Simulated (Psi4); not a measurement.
**GeO (SMILES [O]=[Ge]): wB97M-V/cc-pVTZ**

What is the vertical ionisation energy of GeO at wB97M-V/cc-pVTZ? 

Program for the calculation: Psi4 1.11.

12 further runs of the same task are left out: 9 that didn't finish, 3 set aside as unsound or not needed.

### 1 Starting point

GeO has 2 atoms, charge 0, and is taken as a singlet. SMILES: `[O]=[Ge]`. Geometry: relaxed at PBE0-D4/def2-TZVP.

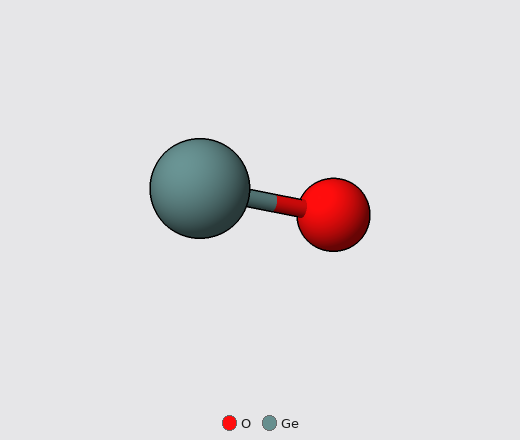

The structure, seen from a chosen angle (oxygen red, germanium teal).

### 2 The energy at wB97M-V/cc-pVTZ

calc.inp reads:

```
memory 2200 mb

molecule {
  0 1
  O      0.00000000     0.00000000    -0.04353929
  Ge     0.00000000     0.00000000     3.02267363
  units bohr
  symmetry c1
  no_reorient
  no_com
}

set basis cc-pVTZ
set reference rks
set puream true
set e_convergence 1e-09
set d_convergence 1e-08
set scf_type pk
set dft_radial_points 99
set dft_spherical_points 590

energy('wb97m-v')
print_variables()
```

Launch:

```console
$ psi4 calc.inp calc.out -n 1
```

calc.out:

```text
[...]
  Running in c1 symmetry.
[...]
  Nuclear repulsion =   83.490614213444772
[...]
  Multiplicity = 1
[...]
  Nalpha       = 20
  Nbeta        = 20
[...]
    Number of basis functions: 73
[...]
   @RKS iter   1: -2151.29769038688119   -3.16553e+00   2.57449e-02 DIIS/ADIIS
[...]
   @RKS iter  11: -2152.16802907574083   -3.63798e-12   4.54034e-09 DIIS
[...]
    Orbital Energies [Eh]
    ---------------------
    Doubly Occupied:
       1A   -399.364370     2A    -50.093206     3A    -44.497610
       4A    -44.497610     5A    -44.493665     6A    -19.316420
       7A     -6.422544     8A     -4.559561     9A     -4.559561
      10A     -4.548229    11A     -1.357217    12A     -1.355842
      13A     -1.355842    14A     -1.347571    15A     -1.347571
      16A     -1.034405    17A     -0.562744    18A     -0.411712
      19A     -0.411712    20A     -0.394879
[...]
  @RKS Final Energy: -2152.16802907574083
   => Energetics <=
    Nuclear Repulsion Energy =             83.4906142134447720
    One-Electron Energy =               -3164.6748560514479323
    Two-Electron Energy =                 998.1191491512306584
    DFT Exchange-Correlation Energy =     -69.2713614528079233
    Empirical Dispersion Energy =           0.0000000000000000
    VV10 Nonlocal Energy =                  0.1684250638399631
    Total Energy =                      -2152.1680290757408329
[...]
 Multipole Moments:
 ------------------------------------------------------------------------------------
     Multipole            Electronic (a.u.)      Nuclear  (a.u.)        Total (a.u.)
 ------------------------------------------------------------------------------------
 L = 1.  Multiply by 2.5417464519 to convert [e a0] to [Debye]
 Dipole X            :         -0.0000000            0.0000000           -0.0000000
 Dipole Y            :         -0.0000000            0.0000000           -0.0000000
 Dipole Z            :        -95.0568871           96.3772418            1.3203547
 Magnitude           :                                                    1.3203547
[...]
```

Wall time 1.7 min (1 thread of Intel Xeon at 2.50GHz (Skylake/Cascade Lake), shared host); peak memory 1.6 GiB.

### 3 The doublet cation, same level

job.json reads:

```json
{
  "schema_name": "qcschema_input",
  "schema_version": 1,
  "molecule": {
    "schema_name": "qcschema_molecule",
    "schema_version": 2,
    "symbols": ["O", "Ge"],
    "geometry": [0.0, 0.0, -0.04353929, 0.0, 0.0, 3.02267363],
    "molecular_charge": 1,
    "molecular_multiplicity": 2,
    "fix_symmetry": "c1"
  },
  "driver": "energy",
  "model": {
    "method": "wb97m-v",
    "basis": "cc-pVTZ"
  },
  "keywords": {
    "reference": "uks",
    "puream": true,
    "e_convergence": 1e-09,
    "d_convergence": 1e-08,
    "scf_type": "pk",
    "dft_radial_points": 99,
    "dft_spherical_points": 590,
    "maxiter": 100
  }
}
```

Launch:

```console
$ psi4 --qcschema job.json -n 1 --memory 2200MB
```

stdout:

```text
[...]
  Running in c1 symmetry.
[...]
  Nuclear repulsion =   83.490614213444772
[...]
  Multiplicity = 2
[...]
  Nalpha       = 20
  Nbeta        = 19
[...]
    Number of basis functions: 73
[...]
   @UKS iter   1: -2150.98946144569754   -2.85730e+00   2.50164e-02 ADIIS/DIIS
[...]
   @UKS iter  14: -2151.76235172113184   -2.04636e-11   9.58456e-09 DIIS
[...]
   @S^2 Observed:                7.643665900E-01
[...]
    Orbital Energies [Eh]
    ---------------------
    Alpha Occupied:
       1A   -399.712361     2A    -50.437645     3A    -44.841557
       4A    -44.841557     5A    -44.840286     6A    -19.675363
       7A     -6.767407     8A     -4.901521     9A     -4.901521
      10A     -4.898520    11A     -1.707590    12A     -1.695459
      13A     -1.695459    14A     -1.693621    15A     -1.693621
      16A     -1.385302    17A     -0.905200    18A     -0.743045
      19A     -0.743045    20A     -0.742262
    Alpha Virtual:
      21A     -0.275151    22A     -0.275151    23A     -0.143704
      24A     -0.036954    25A      0.018725    26A      0.018725
[...]
  @UKS Final Energy: -2151.76235172113184
   => Energetics <=
    Nuclear Repulsion Energy =             83.4906142134447720
    One-Electron Energy =               -3151.1194867245944806
    Two-Electron Energy =                 984.8296308443032103
    DFT Exchange-Correlation Energy =     -69.1289127122376641
    Empirical Dispersion Energy =           0.0000000000000000
    VV10 Nonlocal Energy =                  0.1658026579523719
    Total Energy =                      -2151.7623517211318358
[...]
 Multipole Moments:
 ------------------------------------------------------------------------------------
     Multipole            Electronic (a.u.)      Nuclear  (a.u.)        Total (a.u.)
 ------------------------------------------------------------------------------------
 L = 1.  Multiply by 2.5417464519 to convert [e a0] to [Debye]
 Dipole X            :         -0.0000000            0.0000000           -0.0000000
 Dipole Y            :          0.0000000            0.0000000            0.0000000
 Dipole Z            :          3.8658831           -2.7121121            1.1537711
 Magnitude           :                                                    1.1537711
[...]
```

The result, in JSON:

```text
{
 "driver": "energy",
 "model": {
  "method": "wb97m-v",
  "basis": "cc-pVTZ"
 },
 "success": true,
 "return_result": -2151.762351721132,
 "properties": {
  "calcinfo_nbasis": 73,
  "calcinfo_nmo": 73,
  "calcinfo_nalpha": 20,
  "calcinfo_nbeta": 19,
  "calcinfo_natom": 2,
  "nuclear_repulsion_energy": 83.49061421344477,
  "return_energy": -2151.762351721132,
  "scf_one_electron_energy": -3151.1194867245945,
  "scf_two_electron_energy": 984.8296308443032,
  "scf_vv10_energy": 0.16580265795237187,
  "scf_xc_energy": -69.12891271223766,
  "scf_dipole_moment": [-1.525524872858879e-14, 9.3546517312694e-16, 1.153771070388915],
  "scf_total_energy": -2151.762351721132,
  "scf_iterations": 14
 }
}
```

Run time: 1.8 min. Hardware: 1 thread of Intel Xeon at 2.50GHz (Skylake/Cascade Lake), shared host; peak memory 1.6 GiB.

### 4 Summary of results

Level: wB97M-V/cc-pVTZ.

```
                                          quantity           value
                         singlet GeO: total energy  -2152.16803 Eh
                        singlet GeO: dipole moment          3.36 D
                          singlet GeO: HOMO energy       -10.75 eV
                          singlet GeO: LUMO energy        -0.02 eV
                        singlet GeO: HOMO–LUMO gap        10.73 eV
                      doublet cation: total energy  -2151.76235 Eh
doublet cation: HOMO energy (highest over α and β)       -19.53 eV
 doublet cation: LUMO energy (lowest over α and β)       -11.35 eV
                              doublet cation: ⟨S²⟩           0.764
vertical ionisation energy (to the doublet cation)       11.039 eV
```

**Reading.** The vertical ionisation energy comes to 11.04 eV (255 kcal/mol). The negative HOMO energy of the first species, 10.75 eV, lies 0.29 eV below that difference.
